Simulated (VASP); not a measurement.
# ZnO (zincite): the band gap up a ladder of functionals, part 5 of 6

How far up the ladder of functionals must one climb to get the gap of ZnO (zincite) right? The start is a cell from a database of measured crystal structures.

VASP 6.6.1, plane waves and PAW; the level of theory is named at each step.

So far, least gap on mesh and path (eV): step 2 (bands, level LDA) 0.730; step 5 (bands, level TB-mBJ) 2.58; step 6 (bands, level BLYP) 0.958; step 7 (bands, level SCAN) 1.15; step 9 (bands, level HSE06) 2.50.

### 10. Dielectric constant for the exchange share (continued)

Level of this step: PBE; plane waves and PAW (Zn, O) (VASP).

Numbers of over 12 decimals in the logs are rounded to 6 here.

OUTCAR, selected parts (step 10):

```text
   k-points           NKPTS =     36   k-points in BZ     NKDIM =     36   number of bands    NBANDS=     24

   NELECT =      36.0000    total number of electrons

  Total        1.6200543      1.6200543      2.1480072      0.0000000      0.0000000      0.0000000
  in kB       54.5315557     54.5315557     72.3026211      0.0000000      0.0000000      0.0000000
  external PRESSURE =      60.4552442 kB  Pullay stress =       0.0000000 kB

 POSITION                                       TOTAL-FORCE (eV/Angst)
 -----------------------------------------------------------------------------------
     -0.00000      1.87599      2.60285         0.000000     -0.000000     -0.075056
      1.62465      0.93799      0.00000        -0.000000      0.000000     -0.075056
      1.62465      0.93799      1.97302         0.000000     -0.000000      0.075056
     -0.00000      1.87599      4.57587        -0.000000      0.000000      0.075056
 -----------------------------------------------------------------------------------
    total drift:                               -0.000000     -0.000000     -0.000163

 MACROSCOPIC STATIC DIELECTRIC TENSOR (including local field effects in DFT)
 ------------------------------------------------------
           5.905535     0.000000     0.000000
          -0.000000     5.905535     0.000000
           0.000000    -0.000000     5.783651
 ------------------------------------------------------

 PIEZOELECTRIC TENSOR (including local field effects)  for field in x, y, z        (C/m^2)
          XX          YY          ZZ          XY          YZ          ZX
  --------------------------------------------------------------------------------
  x     0.00000    -0.00000     0.00000     0.00000     0.00000     0.40484
  y    -0.00000    -0.00000     0.00000     0.00000     0.40484     0.00000
  z     0.38113     0.38113    -0.77120     0.00000     0.00000     0.00000

 BORN EFFECTIVE CHARGES (including local field effects) (in |e|, cummulative output)
 ---------------------------------------------------------------------------------
 ion    1
    1     2.12835     0.00000     0.00000
    2     0.00000     2.12835     0.00000
    3     0.00000     0.00000     2.17387
 ion    2
    1     2.12835     0.00000     0.00000
    2     0.00000     2.12835     0.00000
    3     0.00000    -0.00000     2.17387
 ion    3
    1    -2.12835     0.00000     0.00000
    2     0.00000    -2.12835     0.00000
    3     0.00000     0.00000    -2.17387
 ion    4
    1    -2.12835     0.00000     0.00000
    2     0.00000    -2.12835     0.00000
    3     0.00000    -0.00000    -2.17387

[... 7 parts as in an earlier step ...]

[... 3 further parts left out ...]
```

Energies printed during the response cycles are not total energies of the cell. With a direct gap this small, the dielectric response converges slowly with the mesh, so tensor and charges are uncertain; a mesh that holds the point of the least gap tends to give too large a tensor.

This step gave:

```yaml
irreducible_k_points: 36
fermi_energy: 1.256 eV
pressure: 6.046 GPa
gap_on_the_k_mesh: 0.7883 eV
least_direct_gap_on_the_k_mesh: 0.7883 eV
```

Electronic dielectric tensor with local fields:

```
5.91 0.00 0.00
0.00 5.91 0.00
0.00 0.00 5.78
```

Born effective charge (e), principal values of the symmetric part by kind of site:

```
atom  atoms with these values    low  middle   high   mean
 Zn1                        2   2.13    2.13   2.17   2.14
  O3                        2  -2.17   -2.13  -2.13  -2.14
```

In full for O3:

```
-2.13  0.00  0.00
 0.00 -2.13  0.00
 0.00  0.00 -2.17
```

Piezoelectric tensor with clamped ions (C/m²), by row:

```
field      xx      yy       zz  xy      yz      zx
    x       0       0        0   0       0  0.4048
    y       0       0        0   0  0.4048       0
    z  0.3811  0.3811  -0.7712   0       0       0
```

Force by atom:

```
atom  x (eV/Å)  y (eV/Å)  z (eV/Å)    size
 Zn1    0.0000    0.0000   -0.0751  0.0751
 Zn2    0.0000    0.0000   -0.0751  0.0751
  O3    0.0000    0.0000    0.0751  0.0751
  O4    0.0000    0.0000    0.0751  0.0751
```

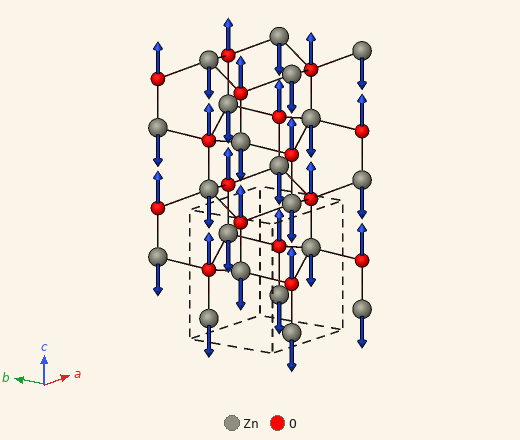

Force as arrows, the longest 0.0751 eV/Å. 2×2×2 cells are drawn. Some periodic images of atoms are drawn too.

The Born charges sum to zero; the printed set may have that rule imposed, so this is no test.

### 11. Bands with r2SCAN-EpsX, ε∞ used 5.865

This step: r2SCAN-EpsX, exact-exchange share 1/5.865; plane waves and PAW (Zn, O) (VASP 6.6.1).

Here the share of exact exchange is set to the inverse of the computed dielectric constant, since screening weakens exchange.

Contents of INCAR:

```
SYSTEM = ZnO
PREC = Accurate
ENCUT = 520
EDIFF = 1E-06
NELM = 100
ISMEAR = 0
SIGMA = 0.02
LREAL = .FALSE.
ALGO = Normal
LHFCALC = .TRUE.
AEXX = 0.171
METAGGA = R2SCAN
LASPH = .TRUE.
NBANDS = 24
PRECFOCK = Fast
HFRCUT = -1
LORBIT = 11
LWAVE = .FALSE.
LCHARG = .FALSE.
KPAR = 8
```

Contents of POSCAR:

```
ZnO
1.0
    3.2493080000      0.0000000000      0.0000000000
   -1.6246540000      2.8139832727      0.0000000000
    0.0000000000      0.0000000000      5.2057090000
Zn O
2 2
Direct
    0.3333333333      0.6666666667      0.5000000000
    0.6666666667      0.3333333333      0.0000000000
    0.6666666667      0.3333333333      0.3790100000
    0.3333333333      0.6666666667      0.8790100000
```

Contents of KPOINTS:

```
Automatic mesh
0
Gamma
5 5 3
0 0 0
```

Contents of KPOINTS_OPT:

```
Line mode
6
Line-mode
Reciprocal
  0.00000000   0.00000000   0.00000000 GAMMA
  0.50000000   0.00000000   0.00000000 M

  0.50000000   0.00000000   0.00000000 M
  0.33333333   0.33333333   0.00000000 K

  0.33333333   0.33333333   0.00000000 K
  0.00000000   0.00000000   0.00000000 GAMMA

  0.00000000   0.00000000   0.00000000 GAMMA
  0.00000000   0.00000000   0.50000000 A

  0.00000000   0.00000000   0.50000000 A
  0.50000000   0.00000000   0.50000000 L

  0.50000000   0.00000000   0.50000000 L
  0.33333333   0.33333333   0.50000000 H

  0.33333333   0.33333333   0.50000000 H
  0.00000000   0.00000000   0.50000000 A

  0.50000000   0.00000000   0.50000000 L
  0.50000000   0.00000000   0.00000000 M

  0.33333333   0.33333333   0.00000000 K
  0.33333333   0.33333333   0.50000000 H
```

PAW data sets: Zn and O (PBE family, release 64).

Started as:

```console
$ mpirun -np 8 vasp_std
```

The program printed:

```text
[banner, memory and clock lines left out]
running    8 mpi-ranks, on    1 nodes
[...]
[... a notice as in an earlier step ...]

 [... a notice as in an earlier step ...]

 LDA part: xc-table for (None), standard interpolation
 found WAVECAR, reading the header
 POSCAR, INCAR and KPOINTS ok, starting setup
[...]
HFRCUT set to (new)   9.481018
 reading WAVECAR
 the WAVECAR file was read successfully
 initial charge from wavefunction
 entering main loop
       N       E                     dE             d eps       ncg     rms          rms(c)
DAV:   1    -0.375592574447E+02   -0.37559E+02   -0.18790E+00   584   0.358E+01    0.304E+00
DAV:   2    -0.375195582763E+02    0.39699E-01   -0.67561E-01   576   0.152E+01    0.973E-01
DAV:   3    -0.375247183858E+02   -0.51601E-02   -0.52336E-02   664   0.367E+00    0.492E-01
DAV:   4    -0.375254178233E+02   -0.69944E-03   -0.42533E-03   560   0.510E-01    0.285E-01
[...]
DAV:  12    -0.375253853145E+02   -0.18226E-05   -0.39400E-07   264   0.814E-03    0.461E-03
DAV:  13    -0.375253867336E+02   -0.14191E-05   -0.10321E-07   264   0.512E-03    0.290E-03
DAV:  14    -0.375253873575E+02   -0.62393E-06   -0.79171E-08   264   0.409E-03
   1 F= -.37525387E+02 E0= -.37525387E+02  d E =-.104831E-32
 Start KPOINTS_OPT (optional k-point list driver)
k-point batch [1-10\54]
       N       E                     dE             ncg
DAV:   1     0.108836594074E+04   -0.84715E+04      488
DAV:   2    -0.194297978291E+04   -0.30313E+04      520
DAV:   3    -0.224128325334E+04   -0.29830E+03      536
DAV:   4    -0.224812744058E+04   -0.68442E+01      576
DAV:   5    -0.224818431695E+04   -0.56876E-01      632
DAV:   6    -0.224818475870E+04   -0.44175E-03      600
DAV:   7    -0.224818476348E+04   -0.47759E-05      576
DAV:   8    -0.224818476355E+04   -0.67296E-07      416
[...]
k-point batch [51-54\54]
       N       E                     dE             ncg
DAV:   1     0.873915372602E+04   -0.55951E+04      192
DAV:   2     0.754072545311E+04   -0.11984E+04      208
DAV:   3     0.741986559274E+04   -0.12086E+03      224
DAV:   4     0.741723210580E+04   -0.26335E+01      200
DAV:   5     0.741721270730E+04   -0.19398E-01      224
DAV:   6     0.741721257427E+04   -0.13304E-03      216
DAV:   7     0.741721257304E+04   -0.12293E-05      176
DAV:   8     0.741721257301E+04   -0.23168E-07      128
```

Wall time 9.4 min (8 MPI ranks of Intel Xeon Platinum 8488C (Sapphire Rapids), shared host); peak memory 1.7 GiB; 75 min of CPU time.

Parts of OUTCAR (step 11):

```text
 POSITION                                       TOTAL-FORCE (eV/Angst)
 -----------------------------------------------------------------------------------
     -0.00000      1.87599      2.60285        -0.000000      0.000000     -0.088341
      1.62465      0.93799      0.00000         0.000000     -0.000000     -0.088341
      1.62465      0.93799      1.97302        -0.000000      0.000000      0.088341
     -0.00000      1.87599      4.57587        -0.000000      0.000000      0.088341
 -----------------------------------------------------------------------------------
    total drift:                                0.000000      0.000000     -0.063099

  FREE ENERGIE OF THE ION-ELECTRON SYSTEM (eV)
  ---------------------------------------------------
  free  energy   TOTEN  =       -37.5253873575 eV

  energy  without entropy=      -37.5253873575  energy(sigma->0) =      -37.52538736

[... 2 parts as in an earlier step ...]

[... 1 further part left out ...]
[key lines of the parts left out:]
E-fermi :  -0.0621
```

The share of exact exchange rests on that dielectric constant; a constant that is too large makes it too small.

Electronic bands along the path, in eV, zero at the valence-band top; v1 is the highest filled band, c1 the lowest empty one:

```
    point     v4     v3     v2     v1     c1     c2     c3
        Γ  -0.87  -0.06   0.00   0.00   2.78   7.58  10.67
        M  -3.03  -2.41  -1.38  -0.87   8.16   8.98   9.74
        K  -3.84  -2.07  -2.07  -1.83   9.69  10.29  10.29
        Γ  -0.87  -0.06   0.00   0.00   2.78   7.58  10.67
        A  -0.43  -0.43  -0.43  -0.43   5.57   5.57  12.65
        L  -1.60  -1.60  -1.44  -1.44   7.87   7.87  11.05
        H  -2.90  -2.90  -1.29  -1.29  10.15  10.15  10.47
        A  -0.43  -0.43  -0.43  -0.43   5.57   5.57  12.65
jump to L  -1.60  -1.60  -1.44  -1.44   7.87   7.87  11.05
        M  -3.03  -2.41  -1.38  -0.87   8.16   8.98   9.74
jump to K  -3.84  -2.07  -2.07  -1.83   9.69  10.29  10.29
        H  -2.90  -2.90  -1.29  -1.29  10.15  10.15  10.47
```

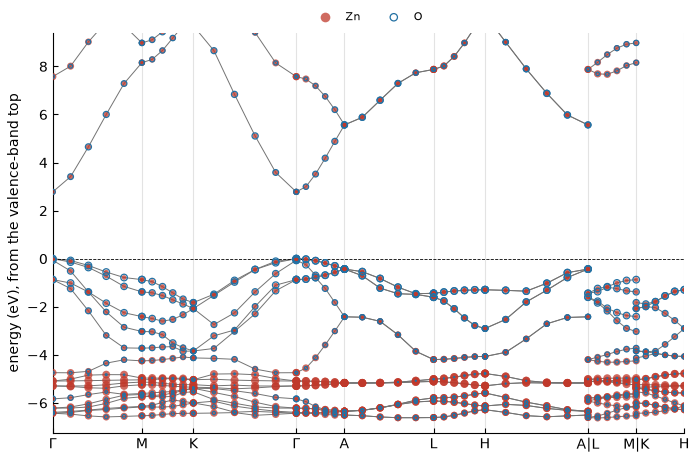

Electronic bands along the path; dots are coloured as in the legend, and their area grows with the weight.

The gap is 2.78 eV, direct at Γ. Against LDA that is +2.05 eV; this run took 51 times the core time, on fewer points of the path. The gap lies -0.60 eV from the measured 3.38 eV.

### 12. Bands with r2SCANh

This step: r2SCANh; plane waves and PAW (Zn, O) (VASP 6.6.1).

r2SCANh replaces a tenth of the r2SCAN exchange by exact exchange. A prediction first. If the gap is linear in the share of exact exchange, r2SCAN (1.23 eV at 0) and r2SCAN-EpsX (2.78 eV at 0.171) give a slope of 9.08 eV per unit share, so a share of 0.100 should give 2.14 eV.

Changes to INCAR since step 11:

```diff
@@ -10,3 +10,3 @@
 LHFCALC = .TRUE.
-AEXX = 0.171
+AEXX = 0.1
 METAGGA = R2SCAN
```

POSCAR is that of step 11.

KPOINTS is that of step 11.

KPOINTS_OPT is that of step 11.

Started as:

```console
$ mpirun -np 8 vasp_std
```

The program printed:

```text
[... set-up lines as in an earlier step ...]
 entering main loop
       N       E                     dE             d eps       ncg     rms          rms(c)
DAV:   1    -0.370443901218E+02   -0.37044E+02   -0.14484E+00   584   0.265E+01    0.264E+00
DAV:   2    -0.370021582331E+02    0.42232E-01   -0.45485E-01   560   0.134E+01    0.751E-01
DAV:   3    -0.370065837939E+02   -0.44256E-02   -0.25292E-02   656   0.227E+00    0.398E-01
DAV:   4    -0.370069498400E+02   -0.36605E-03   -0.16009E-03   544   0.356E-01    0.236E-01
[...]
DAV:  12    -0.370070657038E+02   -0.15281E-05   -0.30192E-07   264   0.731E-03    0.387E-03
DAV:  13    -0.370070669383E+02   -0.12345E-05   -0.90349E-08   264   0.481E-03    0.249E-03
DAV:  14    -0.370070674011E+02   -0.46278E-06   -0.70086E-08   264   0.396E-03
   1 F= -.37007067E+02 E0= -.37007067E+02  d E =-.451243E-33
 Start KPOINTS_OPT (optional k-point list driver)
k-point batch [1-10\54]
       N       E                     dE             ncg
DAV:   1     0.116548835112E+04   -0.83944E+04      488
DAV:   2    -0.173334534099E+04   -0.28988E+04      520
DAV:   3    -0.200972311017E+04   -0.27638E+03      536
DAV:   4    -0.201515377489E+04   -0.54307E+01      568
DAV:   5    -0.201519281262E+04   -0.39038E-01      640
DAV:   6    -0.201519311831E+04   -0.30569E-03      632
DAV:   7    -0.201519312179E+04   -0.34794E-05      608
DAV:   8    -0.201519312184E+04   -0.48472E-07      440
[...]
k-point batch [51-54\54]
       N       E                     dE             ncg
DAV:   1     0.877057445597E+04   -0.55637E+04      192
DAV:   2     0.762238622252E+04   -0.11482E+04      216
DAV:   3     0.751279970410E+04   -0.10959E+03      224
DAV:   4     0.751087387643E+04   -0.19258E+01      208
DAV:   5     0.751086155136E+04   -0.12325E-01      216
DAV:   6     0.751086146620E+04   -0.85160E-04      216
DAV:   7     0.751086146536E+04   -0.84575E-06      168
```

It took 8.9 min on 8 MPI ranks; peak memory 1.8 GiB.

From OUTCAR (step 12):

```text
 POSITION                                       TOTAL-FORCE (eV/Angst)
 -----------------------------------------------------------------------------------
     -0.00000      1.87599      2.60285         0.000000     -0.000000     -0.087317
      1.62465      0.93799      0.00000        -0.000000      0.000000     -0.087317
      1.62465      0.93799      1.97302         0.000000     -0.000000      0.087317
     -0.00000      1.87599      4.57587         0.000000      0.000000      0.087317
 -----------------------------------------------------------------------------------
    total drift:                                0.000001      0.000000     -0.072829

  FREE ENERGIE OF THE ION-ELECTRON SYSTEM (eV)
  ---------------------------------------------------
  free  energy   TOTEN  =       -37.0070674011 eV

  energy  without entropy=      -37.0070674011  energy(sigma->0) =      -37.00706740

[... 2 parts as in an earlier step ...]

[... 1 further part left out ...]
[key lines of the parts left out:]
E-fermi :   0.3855
```

The electronic bands at the labelled points (eV, zero at the valence-band top; v1 is the highest filled band, c1 the lowest empty one):

```
    point     v4     v3     v2     v1    c1    c2     c3
        Γ  -0.85  -0.07   0.00   0.00  2.13  6.85   9.92
        M  -2.96  -2.38  -1.35  -0.86  7.42  8.30   9.06
        K  -3.74  -2.02  -2.02  -1.79  9.04  9.51   9.51
        Γ  -0.85  -0.07   0.00   0.00  2.13  6.85   9.92
        A  -0.42  -0.42  -0.42  -0.42  4.88  4.88  11.90
        L  -1.58  -1.58  -1.42  -1.42  7.20  7.20  10.26
        H  -2.83  -2.83  -1.28  -1.28  9.46  9.46   9.74
        A  -0.42  -0.42  -0.42  -0.42  4.88  4.88  11.90
jump to L  -1.58  -1.58  -1.42  -1.42  7.20  7.20  10.26
        M  -2.96  -2.38  -1.35  -0.86  7.42  8.30   9.06
jump to K  -3.74  -2.02  -2.02  -1.79  9.04  9.51   9.51
        H  -2.83  -2.83  -1.28  -1.28  9.46  9.46   9.74
```

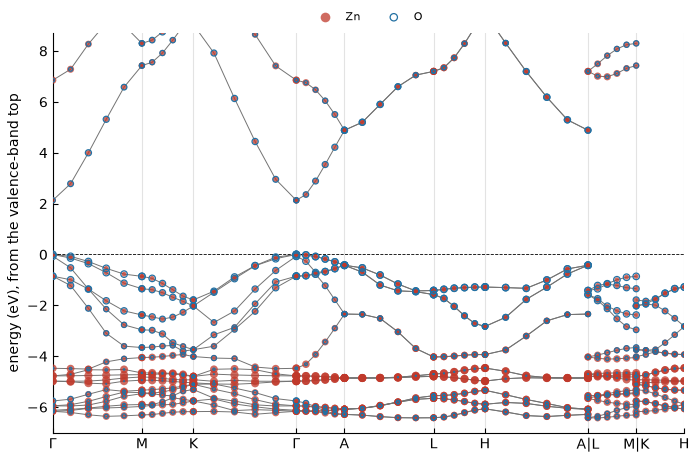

Electronic bands along the path; dots are coloured as in the legend, and their area grows with the weight.

The gap is 2.13 eV, direct at Γ. Against LDA that is +1.40 eV; this run took 48 times the core time, on fewer points of the path. The gap lies -1.25 eV from the measured 3.38 eV. The straight line predicted 2.14 eV, which is +0.01 eV off.

### 13. Bands with PBE-EpsX, ε∞ used 5.865

This step: PBE-EpsX, exact-exchange share 1/5.865; plane waves and PAW (Zn, O) (VASP 6.6.1).

Here the share of exact exchange is set to the inverse of the computed dielectric constant, since screening weakens exchange.

Changes to INCAR since step 12:

```diff
@@ -10,4 +10,4 @@
 LHFCALC = .TRUE.
-AEXX = 0.1
-METAGGA = R2SCAN
+AEXX = 0.171
+GGA = PE
 LASPH = .TRUE.
```

POSCAR is that of step 12.

KPOINTS is that of step 12.

KPOINTS_OPT is that of step 12.

Started as:

```console
$ mpirun -np 8 vasp_std
```

The program printed:

```text
[banner, memory and clock lines left out]
running    8 mpi-ranks, on    1 nodes
[...]
[... a notice as in an earlier step ...]

 LDA part: xc-table for (Slater+PW92), standard interpolation
 found WAVECAR, reading the header
 POSCAR, INCAR and KPOINTS ok, starting setup
[...]
HFRCUT set to (new)   9.481018
 reading WAVECAR
 the WAVECAR file was read successfully
 initial charge from wavefunction
 entering main loop
       N       E                     dE             d eps       ncg     rms          rms(c)
DAV:   1    -0.219108725519E+02   -0.21911E+02   -0.54307E-01   600   0.257E+01    0.162E+00
DAV:   2    -0.219018150737E+02    0.90575E-02   -0.25940E-01   584   0.916E+00    0.536E-01
DAV:   3    -0.219024576457E+02   -0.64257E-03   -0.18754E-02   672   0.223E+00    0.296E-01
DAV:   4    -0.219024106490E+02    0.46997E-04   -0.19465E-03   544   0.349E-01    0.164E-01
[...]
DAV:   8    -0.219022468261E+02    0.42113E-05   -0.21676E-06   400   0.164E-02    0.203E-02
DAV:   9    -0.219022451483E+02    0.16779E-05   -0.78606E-07   344   0.113E-02    0.121E-02
DAV:  10    -0.219022444571E+02    0.69119E-06   -0.63063E-07   264   0.909E-03
   1 F= -.21902244E+02 E0= -.21902244E+02  d E =-.227439E-24
 Start KPOINTS_OPT (optional k-point list driver)
k-point batch [1-10\54]
       N       E                     dE             ncg
DAV:   1     0.118047893042E+04   -0.83794E+04      488
DAV:   2    -0.179793113610E+04   -0.29784E+04      528
DAV:   3    -0.208995829927E+04   -0.29203E+03      536
DAV:   4    -0.209691988398E+04   -0.69616E+01      584
DAV:   5    -0.209698199223E+04   -0.62108E-01      632
DAV:   6    -0.209698252634E+04   -0.53411E-03      600
DAV:   7    -0.209698253266E+04   -0.63255E-05      568
DAV:   8    -0.209698253276E+04   -0.96815E-07      416
[...]
k-point batch [51-54\54]
       N       E                     dE             ncg
DAV:   1     0.877532950142E+04   -0.55590E+04      192
DAV:   2     0.760064880536E+04   -0.11747E+04      208
DAV:   3     0.748055480187E+04   -0.12009E+03      216
DAV:   4     0.747778007531E+04   -0.27747E+01      208
DAV:   5     0.747775879048E+04   -0.21285E-01      224
DAV:   6     0.747775863583E+04   -0.15465E-03      216
DAV:   7     0.747775863428E+04   -0.15504E-05      176
DAV:   8     0.747775863425E+04   -0.30833E-07      128
```

Wall time 8.6 min (8 MPI ranks); peak memory 1.6 GiB.

Parts of OUTCAR (step 13):

```text
 POSITION                                       TOTAL-FORCE (eV/Angst)
 -----------------------------------------------------------------------------------
     -0.00000      1.87599      2.60285         0.000000     -0.000000     -0.079459
      1.62465      0.93799      0.00000        -0.000000      0.000000     -0.079459
      1.62465      0.93799      1.97302         0.000000      0.000000      0.079459
     -0.00000      1.87599      4.57587         0.000000     -0.000000      0.079459
 -----------------------------------------------------------------------------------
    total drift:                               -0.000003      0.000000     -0.000547

  FREE ENERGIE OF THE ION-ELECTRON SYSTEM (eV)
  ---------------------------------------------------
  free  energy   TOTEN  =       -21.9022444571 eV

  energy  without entropy=      -21.9022444571  energy(sigma->0) =      -21.90224446

[... 2 parts as in an earlier step ...]

[... 1 further part left out ...]
[key lines of the parts left out:]
E-fermi :   0.2169
```

Electronic bands along the path, in eV, zero at the valence-band top; v1 is the highest filled band, c1 the lowest empty one:

```
    point     v4     v3     v2     v1    c1    c2     c3
        Γ  -0.86  -0.06   0.00   0.00  2.41  7.07  10.20
        M  -3.02  -2.38  -1.38  -0.86  7.65  8.60   9.36
        K  -3.84  -2.06  -2.06  -1.82  9.35  9.72   9.72
        Γ  -0.86  -0.06   0.00   0.00  2.41  7.07  10.20
        A  -0.43  -0.43  -0.43  -0.43  5.18  5.18  12.07
        L  -1.59  -1.59  -1.42  -1.42  7.45  7.45  10.49
        H  -2.89  -2.89  -1.28  -1.28  9.77  9.77   9.92
        A  -0.43  -0.43  -0.43  -0.43  5.18  5.18  12.07
jump to L  -1.59  -1.59  -1.42  -1.42  7.45  7.45  10.49
        M  -3.02  -2.38  -1.38  -0.86  7.65  8.60   9.36
jump to K  -3.84  -2.06  -2.06  -1.82  9.35  9.72   9.72
        H  -2.89  -2.89  -1.28  -1.28  9.77  9.77   9.92
```

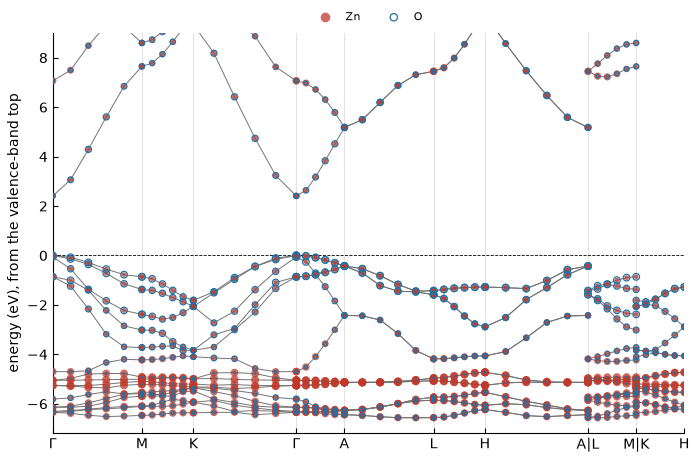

Electronic bands along the path; dots are coloured as in the legend, and their area grows with the weight.

The gap is 2.41 eV, direct at Γ. Against LDA that is +1.68 eV; this run took 47 times the core time, on fewer points of the path. The gap lies -0.97 eV from the measured 3.38 eV.

(Continued in part 6 of 6.)

[Lines on the potential files, build, host, timing and source positions are cut from VASP's logs without a mark.]

[Logs are printed without paths, hosts, clocks, repeated set-up lines and the standing remarks that a program may print on its own settings, such as how far it seeks lower states.]

[Hosts, paths, dates, database ids (printed as entryN), source tags and the programs' standing remarks are cut or masked in the printed files.]

[Measured values are set beside computed ones only where the two were judged alike; some that the calculation misses by far are left out.]
